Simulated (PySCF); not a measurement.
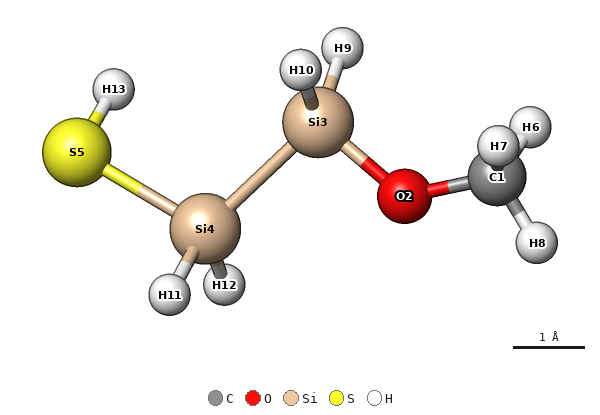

Fig. 1: The structure (ball-and-stick view, seen at a tilt; atoms are numbered from 1 in the order of the input).

NMR shielding calculation, with input and output: CH₈OSSi₂

- system: CH₈OSSi₂
- method: GIAO PBE0/pcSseg-1 NMR shielding, non-relativistic, gas phase (PySCF 2.14.0)

The geometry comes from this level: GFN2-xTB. Figures and captions count atoms from 1; the log counts them from 0 in places.

**What the program printed**
```
coarse grid: 12008 points
cycle   1  E = -1094.6623093746  dE =  3.492e-01  |g| = 6.606e-01  |ddm| = 3.157e+00
cycle   2  E = -1094.5312551313  dE =  1.311e-01  |g| = 1.066e+00  |ddm| = 1.609e+00
cycle   3  E = -1094.7450754121  dE = -2.138e-01  |g| = 8.198e-02  |ddm| = 1.122e+00
cycle   4  E = -1094.7463006270  dE = -1.225e-03  |g| = 3.725e-02  |ddm| = 1.340e-01
cycle   5  E = -1094.7466635471  dE = -3.629e-04  |g| = 4.724e-03  |ddm| = 5.317e-02
cycle   6  E = -1094.7466682299  dE = -4.683e-06  |g| = 1.307e-03  |ddm| = 6.777e-03
final grid: 100992 points
cycle   7  E = -1094.7865739513  dE = -1.464e-05  |g| = 9.410e-03  |ddm| = 1.960e-02
cycle   8  E = -1094.7865609655  dE =  1.299e-05  |g| = 1.281e-02  |ddm| = 1.402e-02
cycle   9  E = -1094.7865897710  dE = -2.881e-05  |g| = 1.346e-03  |ddm| = 8.668e-03
cycle  10  E = -1094.7865901484  dE = -3.774e-07  |g| = 9.787e-05  |ddm| = 1.325e-03
cycle  11  E = -1094.7865901506  dE = -2.220e-09  |g| = 2.389e-05  |ddm| = 1.135e-04
cycle  12  E = -1094.7865901507  dE = -1.230e-10  |g| = 7.676e-06  |ddm| = 3.281e-05
```

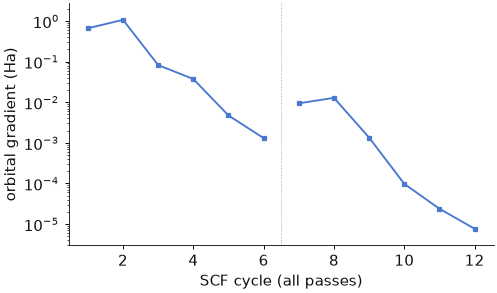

Fig. 2: Convergence of the self-consistent field: orbital gradient against the SCF cycle. The dotted line marks the change from a coarse to the final integration grid. The first 6 cycles use a coarse grid, the final grid takes over at cycle 7, and the field converges after 12 cycles in all.

```
converged SCF energy = -1094.7865901507

GIAO shielding tensors (ppm)
atom      isotropic    diamagn.    paramagn.     s11        s22        s33       span
  0 C      131.074     241.365    -110.291    103.172    103.873    186.178     83.005
  1 O      347.409     400.361     -52.952    301.374    356.984    383.870     82.496
  2 Si     375.709     881.385    -505.676    323.340    327.491    476.295    152.955
  3 Si     417.753     879.657    -461.904    375.622    420.677    456.960     81.338
  4 S      806.386    1056.575    -250.190    705.477    722.110    991.570    286.092
  5 H       28.220      28.284      -0.063     24.204     25.863     34.595     10.391
  6 H       28.174      28.188      -0.015     24.205     25.753     34.563     10.358
  7 H       27.816      27.669       0.147     23.433     25.521     34.493     11.060
  8 H       26.666      30.668      -4.002     23.653     25.829     30.517      6.864
  9 H       26.590      30.247      -3.657     23.685     25.552     30.531      6.846
 10 H       27.074      29.180      -2.106     23.476     25.817     31.929      8.454
 11 H       26.702      29.365      -2.663     21.927     25.796     32.383     10.455
 12 H       32.492      31.134       1.357     23.895     29.179     44.400     20.504
```

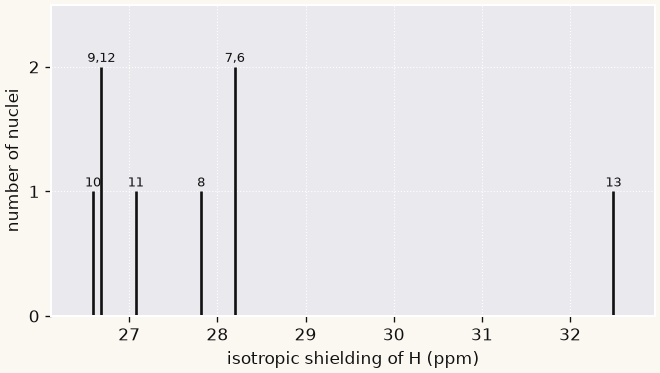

Fig. 3: Isotropic shieldings of the hydrogen nuclei in this fixed geometry, labelled by atom number; shielding grows to the right, so chemical shift grows to the left. The least shielded is H10 (26.6 ppm), the most shielded H13 (32.5 ppm).

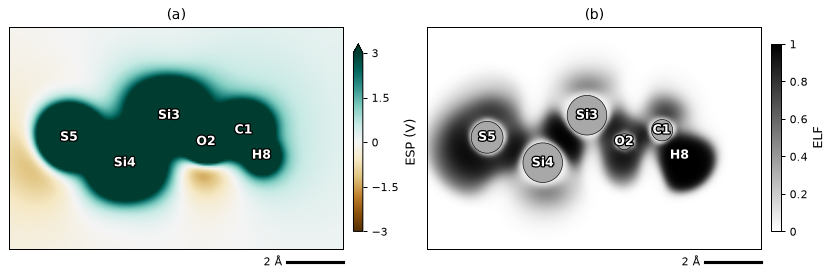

Fig. 4: (a) molecular electrostatic potential; (b) ELF on the plane of atoms Si3, Si4 and S5. Grey discs, where drawn, cover atomic cores. The section cuts through C, O, Si, S and H sites. Si–O (1.62 Å): the ELF peaks at about 0.85 between the atoms (a shared but strongly polarised pair). Si–S (2.16 Å): the ELF peaks at about 0.90 between the atoms (a shared electron pair). Si–Si (2.29 Å): the ELF peaks at about 1 between the atoms (a covalent bond).

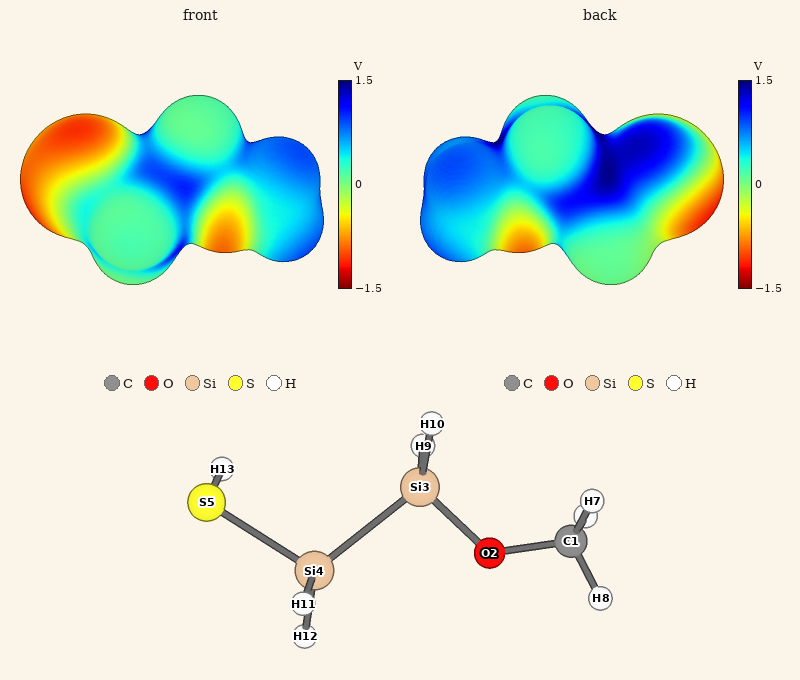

Fig. 5: The electrostatic potential painted on the density surface at 0.002 e/bohr³, seen at a tilt and from behind; the colour scale runs from red (negative) to blue (positive). The bare structure is drawn below in the same view. Its dipole moment is 3.13 D.

The run was set up as follows.

**Input file**
```
{"job": {"xc": "PBE0", "basis": "pcSseg-1", "kind": "nmr", "pop": true}, "charge": 0, "multiplicity": 1}
C     -2.481320    -0.200803    -0.645329
O     -1.173099     0.234878    -0.445230
Si     0.028283    -0.549354     0.309297
Si     1.649873     1.048054     0.041221
S      3.497868     0.289496     0.863741
H     -2.494488    -1.130856    -1.217436
H     -2.981221    -0.373541     0.310050
H     -3.017679     0.570531    -1.198292
H      0.288158    -1.853134    -0.332001
H     -0.351431    -0.899450     1.687692
H      1.521917     2.280352     0.816323
H      1.987247     1.448592    -1.330219
H      3.521503    -0.864279     0.214722
```

The first line tells a small driver script what to run in PySCF; the rest is the geometry in Å.

Command:
```bash
OMP_NUM_THREADS=1 python <driver script> task.json out
```

**Summary**

| quantity | value |
| --- | --- |
| outcome | converged |
| total energy | −1094.786590 hartree |
| HOMO | −7.08 eV |
| LUMO | −0.75 eV |
| dipole moment | 3.13 D |
| isotropic shielding, C | 131.1 ppm |
| isotropic shielding, O | 347.4 ppm |
| isotropic shielding, Si | 375.7 to 417.8 ppm |
| isotropic shielding, S | 806.4 ppm |
| isotropic shielding, H | 26.6 to 32.5 ppm |
| hardware | 1 CPU thread, shared host |
| wall time | 19 s |
| peak memory | 0.71 GiB |
